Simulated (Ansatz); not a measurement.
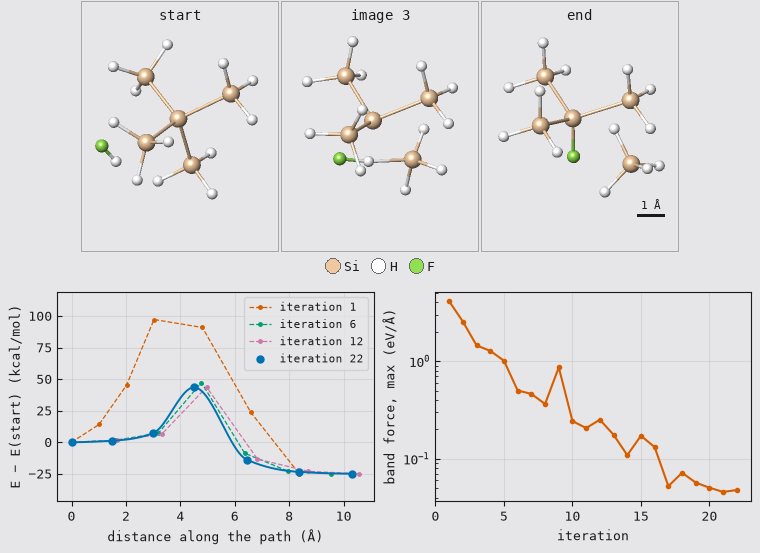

A search for the minimum-energy path of Si5H13F by the nudged elastic band. Images are numbered from 0 (start) to 6 (end). The plot follows the band through its iterations. Style: ball-and-stick. Shown from a free direction.

Theory: RKS B3LYP-D4/6-31G* (Ansatz). Settings: 5 movable images; climbing image; force threshold 0.05 eV/Å; iteration limit 60; starting path through a guess of the saddle point.

Question: How did the profile develop, and is the result final?

Answer: The run is converged, with reservations. The band converged in 22 iterations. The largest component of the band force went from 4.1 to 0.048 eV/Å. The climbing image converged on the top of the path. Its vibrational analysis gives 2 imaginary modes over 30i cm⁻¹, so it isn't confirmed as a transition state. The first iteration put the highest image at 97.2 kcal/mol. The highest point, image 3, lies 43.5 kcal/mol above the start and 68.4 kcal/mol above the end; the end is at −24.9 kcal/mol relative to the start.

Cost: 4.4 min on 4 threads of Intel(R) Xeon(R) 6975P-C (Granite Rapids), on a shared host, peak memory 0.47 GiB.
